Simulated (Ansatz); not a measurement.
# Calculations on H6C2O

Part 1: Relaxation

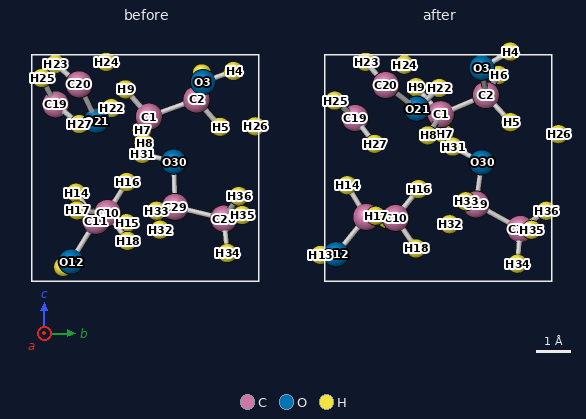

The structure of an amorphous cell of composition H$_{6}$C$_{2}$O before (left) and after (right) a relaxation, at one scale.

Style: ball-and-stick. Shown: the cell of the calculation, along the a axis.

The cell holds 4 CH3CH2OH. The run prepares the start of a later molecular dynamics calculation, from a guessed geometry.

Computed with DFT PBEsol, scalar-relativistic, plane waves, PAW in Ansatz 0.2.0.

Input file:
```yaml
crystal:
  lattice:
    - [6.770809, 0.0, 0.0]
    - [0.0, 6.770809, 0.0]
    - [0.0, 0.0, 6.770809]
  atoms:
    - { symbol: C, position: [0.3693991, 0.5163243, 0.726491] }
    - { symbol: C, position: [0.379833, 0.7262478, 0.8019035] }
    - { symbol: O, position: [0.5739699, 0.7549699, 0.8786809] }
    - { symbol: H, position: [0.5820187, 0.8896179, 0.9275193] }
    - { symbol: H, position: [0.3490738, 0.8305536, 0.6813475] }
    - { symbol: H, position: [0.2678037, 0.7499367, 0.9170028] }
    - { symbol: H, position: [0.2232887, 0.484888, 0.6653479] }
    - { symbol: H, position: [0.4799356, 0.4934837, 0.6113397] }
    - { symbol: H, position: [0.398762, 0.4129623, 0.8467155] }
    - { symbol: C, position: [0.7602775, 0.3341909, 0.3014094] }
    - { symbol: C, position: [0.5458985, 0.2823268, 0.2665448] }
    - { symbol: O, position: [0.5371168, 0.1723912, 0.0869734] }
    - { symbol: H, position: [0.3997555, 0.1384009, 0.0633804] }
    - { symbol: H, position: [0.4885528, 0.1950793, 0.3908787] }
    - { symbol: H, position: [0.4566279, 0.417546, 0.2562432] }
    - { symbol: H, position: [0.7769669, 0.4190958, 0.4377457] }
    - { symbol: H, position: [0.8484553, 0.199677, 0.312833] }
    - { symbol: H, position: [0.8165683, 0.4218799, 0.1783572] }
    - { symbol: C, position: [0.1550795, 0.1051458, 0.7804762] }
    - { symbol: C, position: [-0.022074, 0.2084972, 0.8687874] }
    - { symbol: O, position: [-0.1358662, 0.2843915, 0.7084744] }
    - { symbol: H, position: [-0.2501254, 0.3511173, 0.7639052] }
    - { symbol: H, position: [-0.1092046, 0.1041198, 0.9575184] }
    - { symbol: H, position: [0.0263538, 0.3280952, 0.9673301] }
    - { symbol: H, position: [0.2487812, 0.0433486, 0.8965627] }
    - { symbol: H, position: [0.1066679, -0.0143553, 0.6836484] }
    - { symbol: H, position: [0.2420656, 0.2093544, 0.6934485] }
    - { symbol: C, position: [0.0956039, 0.8469605, 0.2765963] }
    - { symbol: C, position: [0.0645526, 0.6319254, 0.3281666] }
    - { symbol: O, position: [-0.0031612, 0.6251495, 0.5276103] }
    - { symbol: H, position: [-0.0235246, 0.4873822, 0.5620424] }
    - { symbol: H, position: [-0.0442506, 0.5654731, 0.2276403] }
    - { symbol: H, position: [0.2035431, 0.5497394, 0.311235] }
    - { symbol: H, position: [0.147858, 0.8621762, 0.1245668] }
    - { symbol: H, position: [-0.0428818, 0.9280443, 0.2923109] }
    - { symbol: H, position: [0.204618, 0.9123293, 0.3758065] }
basis:
  ecutwfc: 420.0
kpoints:
  mp_grid: { grid: [1, 1, 1] }
hamiltonian:
  xc: pbesol
scf:
  occupations: { method: fermi_dirac, width: 0.02 }
  lower_state_search: "off"
relax:
  f_tol: 0.3
  max_steps: 15
  adjacent_minimum: "off"
```

Launched with:
```bash
ansatz run input.yaml --threads 1 --pin off --max-ram 3072MiB --backend cpu --events-out ev --progress --plain --runs-dir out
```

Question: What changed between the two?

Answer: H22 moves most: 1.27 Å along [1 2 1]. By element the largest moves are H 1.27 Å, O 0.90 Å, C 0.73 Å. The lattice vectors keep their values. Near-neighbour distances that change, for instance: O30–H31 0.971 → 1.000 Å, C29–O30 1.427 → 1.402 Å, O21–H22 0.971 → 0.994 Å, C29–H33 1.099 → 1.117 Å. Among the angles between lasting bonds that change: C29–O30–H31 107.7° → 112.7°, C20–O21–H22 107.7° → 111.1°, C20–C19–H26 110.0° → 112.4°. The energy falls by 1.593 eV per cell of the calculation in 9 geometry steps. The largest force component goes from 1.1 to 0.2 eV/Å. The forces were under the threshold at step 4, but the run went on from there.

Limits of the set-up: the periodic images lie only 6.8 Å apart, so the values are limited by the cell's size.

Part 2: Dynamics

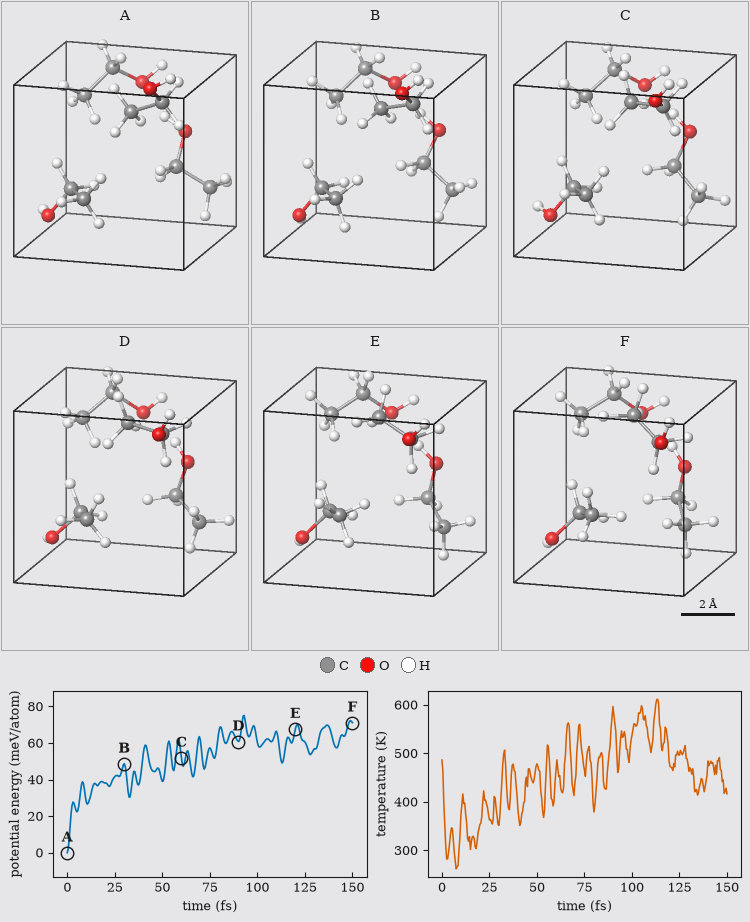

Molecular dynamics of a periodic cell with 4 CH3CH2OH at 0.986 g/cm³, 150 fs long. Frames (A at 0 fs, B at 30 fs, C at 60 fs, D at 90 fs, E at 120 fs, F at 150 fs) and the history of the run. Style: ball-and-stick. Shown: the simulation cell, slightly off an axis. Atoms that leave the cell re-enter on the other side.

These are results of Ansatz, DFT PBEsol, scalar-relativistic, plane waves, PAW, not measurements. Run with plane-wave cutoff 420 eV; k-point mesh 1 × 1 × 1; Fermi-Dirac smearing 0.02 eV; Langevin thermostat (NVT); set temperature 500 K; time step 0.5 fs; friction 0.02 per fs.

Input
```yaml
crystal:
  lattice:
    - [6.770809, 0.0, 0.0]
    - [0.0, 6.770809, 0.0]
    - [0.0, 0.0, 6.770809]
  atoms:
    - { symbol: C, position: [0.42789764, 0.51171115, 0.73700883] }
    - { symbol: C, position: [0.48021956, 0.71038058, 0.82082349] }
    - { symbol: O, position: [0.65123199, 0.69223571, 0.94191238] }
    - { symbol: H, position: [0.66670176, 0.81782696, 1.01304686] }
    - { symbol: H, position: [0.50641785, 0.81939699, 0.70173884] }
    - { symbol: H, position: [0.35364467, 0.76507197, 0.90999535] }
    - { symbol: H, position: [0.29162747, 0.5253514, 0.64943667] }
    - { symbol: H, position: [0.54831347, 0.45437571, 0.64387297] }
    - { symbol: H, position: [0.40392025, 0.40295916, 0.85615187] }
    - { symbol: C, position: [0.68850695, 0.31218644, 0.27951582] }
    - { symbol: C, position: [0.50933283, 0.18269517, 0.28377039] }
    - { symbol: O, position: [0.51576456, 0.04969021, 0.11906425] }
    - { symbol: H, position: [0.38844315, -0.01919033, 0.11660443] }
    - { symbol: H, position: [0.50221951, 0.09855395, 0.42382079] }
    - { symbol: H, position: [0.37386399, 0.2743778, 0.27445128] }
    - { symbol: H, position: [0.68839946, 0.41325595, 0.40678865] }
    - { symbol: H, position: [0.82456732, 0.2239823, 0.2892964] }
    - { symbol: H, position: [0.69067881, 0.40271097, 0.14485693] }
    - { symbol: C, position: [0.09587968, 0.13348497, 0.720421] }
    - { symbol: C, position: [-0.00524102, 0.26854418, 0.86576582] }
    - { symbol: O, position: [-0.12702514, 0.40527624, 0.76122446] }
    - { symbol: H, position: [-0.18555649, 0.50423625, 0.85247944] }
    - { symbol: H, position: [-0.09702551, 0.18043629, 0.96801813] }
    - { symbol: H, position: [0.10526753, 0.35052323, 0.95505092] }
    - { symbol: H, position: [0.20883352, 0.04398477, 0.79677414] }
    - { symbol: H, position: [-0.00781916, 0.0305333, 0.64887316] }
    - { symbol: H, position: [0.17364725, 0.21955878, 0.60644717] }
    - { symbol: C, position: [0.05730169, 0.86198243, 0.23120367] }
    - { symbol: C, position: [0.07100547, 0.66661601, 0.3392756] }
    - { symbol: O, position: [-0.0182406, 0.69211372, 0.52439124] }
    - { symbol: H, position: [-0.04261052, 0.56404554, 0.59394631] }
    - { symbol: H, position: [-0.00338023, 0.54996299, 0.25177968] }
    - { symbol: H, position: [0.22917494, 0.62204552, 0.35316727] }
    - { symbol: H, position: [0.10959719, 0.84931068, 0.07751735] }
    - { symbol: H, position: [-0.09791822, 0.91117884, 0.22724461] }
    - { symbol: H, position: [0.14069754, 0.97706055, 0.31110414] }
basis:
  ecutwfc: 420.0
kpoints:
  mp_grid: { grid: [1, 1, 1] }
hamiltonian:
  xc: pbesol
scf:
  occupations: { method: fermi_dirac, width: 0.02 }
  lower_state_search: "off"
md:
  timestep: 0.5
  n_steps: 300
  ensemble: nvt_langevin
  temperature: 500.0
  initial_velocities: maxwell_boltzmann
  seed: 75434
  friction: 0.02
```

Run as
```bash
ansatz run input.yaml --threads 1 --pin off --max-ram 3072MiB --backend cpu --events-out ev --progress --plain --runs-dir out
```

Question: Describe the run.

Answer: Root-mean-square distances from the starting positions over the second half, with the common drift of all atoms taken out: H 0.88 Å, O 0.56 Å, C 0.50 Å. The heavy atoms stay within a fraction of a molecule's size of their starting places; so short a run doesn't tell a liquid from a solid. The mean temperature in the second half is 497 K (standard deviation 51 K). The potential energy in the second half lies on average 62.6 meV per atom above the first frame.

Limits of the set-up: the periodic images lie only 6.8 Å apart, so the values are limited by the cell's size.

Part 3: Dynamics

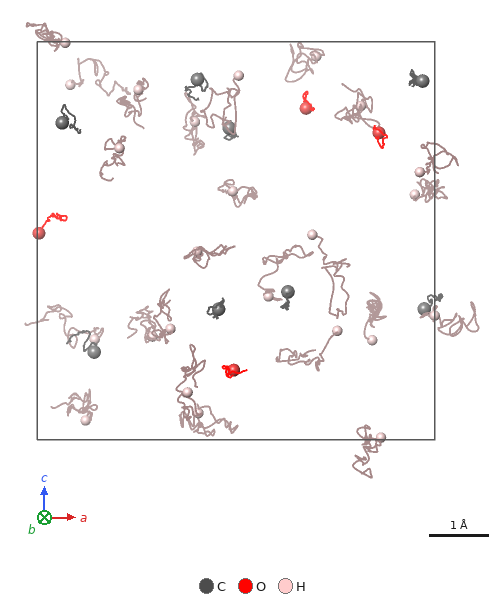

Molecular dynamics of a periodic cell with 4 CH3CH2OH at 0.986 g/cm³, 200 fs long. It starts from the last geometry of an earlier run, with fresh velocities. Lines trace each atom's path, in the colour of its element; spheres stand at the starting positions. Seen along the b axis in the simulation cell.

These are results of Ansatz 0.2.0, DFT PBEsol, scalar-relativistic, plane waves, PAW, not measurements. Run with plane-wave cutoff 420 eV; k-point mesh 1 × 1 × 1; Fermi-Dirac smearing 0.02 eV; Langevin thermostat (NVT); set temperature 500 K; time step 0.5 fs; friction 0.05 per fs.

Input file:
```yaml
crystal:
  lattice:
    - [6.770809, 0.0, 0.0]
    - [0.0, 6.770809, 0.0]
    - [0.0, 0.0, 6.770809]
  atoms:
    - { symbol: C, position: [0.40293101, 0.52784624, 0.90547185] }
    - { symbol: C, position: [0.48295847, 0.69911816, 0.7833858] }
    - { symbol: O, position: [0.67615941, 0.77281464, 0.83286444] }
    - { symbol: H, position: [0.70171627, 0.82777545, 0.96348611] }
    - { symbol: H, position: [0.49195262, 0.66980894, 0.62477233] }
    - { symbol: H, position: [0.39659864, 0.84136645, 0.79889478] }
    - { symbol: H, position: [0.25461611, 0.50572972, 0.87972077] }
    - { symbol: H, position: [0.50681861, 0.37891391, 0.91519863] }
    - { symbol: H, position: [0.40535395, 0.58058227, 1.06648315] }
    - { symbol: C, position: [0.63048376, 0.34936214, 0.37137841] }
    - { symbol: C, position: [0.45610492, 0.22492274, 0.32774434] }
    - { symbol: O, position: [0.49422079, 0.07306436, 0.17451697] }
    - { symbol: H, position: [0.37818806, 0.01349224, 0.11853486] }
    - { symbol: H, position: [0.40224796, 0.1624338, 0.47267949] }
    - { symbol: H, position: [0.33508881, 0.32706924, 0.27851063] }
    - { symbol: H, position: [0.58170958, 0.50723335, 0.36001203] }
    - { symbol: H, position: [0.69189359, 0.34270275, 0.51502671] }
    - { symbol: H, position: [0.75472658, 0.3352181, 0.2733667] }
    - { symbol: C, position: [0.0628874, 0.11210158, 0.7964549] }
    - { symbol: C, position: [-0.03082132, 0.27638651, 0.9016189] }
    - { symbol: O, position: [-0.14065165, 0.40301754, 0.77130017] }
    - { symbol: H, position: [-0.18567971, 0.52353029, 0.83874987] }
    - { symbol: H, position: [-0.13535619, 0.21062473, 1.00498998] }
    - { symbol: H, position: [0.07061041, 0.36910465, 0.99761029] }
    - { symbol: H, position: [0.0833633, -0.00494523, 0.89206501] }
    - { symbol: H, position: [-0.03782206, 0.06034623, 0.67255925] }
    - { symbol: H, position: [0.20687532, 0.17057345, 0.73272446] }
    - { symbol: C, position: [0.14319759, 0.74766284, 0.22006378] }
    - { symbol: C, position: [-0.02659397, 0.65355228, 0.3285375] }
    - { symbol: O, position: [0.00420726, 0.70354659, 0.51880691] }
    - { symbol: H, position: [-0.05045406, 0.61199534, 0.61612571] }
    - { symbol: H, position: [-0.15756512, 0.69271502, 0.24985484] }
    - { symbol: H, position: [-0.00053812, 0.48491207, 0.31163371] }
    - { symbol: H, position: [0.12187577, 0.74608152, 0.04802828] }
    - { symbol: H, position: [0.14461033, 0.91450814, 0.25199745] }
    - { symbol: H, position: [0.29012361, 0.6894821, 0.25898294] }
basis:
  ecutwfc: 420.0
kpoints:
  mp_grid: { grid: [1, 1, 1] }
hamiltonian:
  xc: pbesol
scf:
  occupations: { method: fermi_dirac, width: 0.02 }
  lower_state_search: "off"
md:
  timestep: 0.5
  n_steps: 400
  ensemble: nvt_langevin
  temperature: 500.0
  initial_velocities: maxwell_boltzmann
  seed: 395881
  friction: 0.05
```

Launched with:
```bash
ansatz run input.yaml --threads 1 --pin off --max-ram 3072MiB --backend cpu --events-out ev --progress --plain --runs-dir out
```

How do the atoms move?

In the second half of the run the atoms are, in the root-mean-square, this far from where they began (common drift taken out): H 0.71 Å, C 0.37 Å, O 0.32 Å. The heavy atoms stay within a fraction of a molecule's size of their starting places, while the hydrogen atoms travel further, as molecules turn; so short a run doesn't tell a liquid from a solid. Over the second half the temperature averages 484 K (spread ±58 K). The potential energy in the second half lies on average 11.8 meV per atom below the first frame.

Limits of the set-up: the periodic images lie only 6.8 Å apart, so the values are limited by the cell's size.

The run took 11 min on 1 thread of Arm Neoverse V2, on a shared host, peak memory 0.41 GiB.
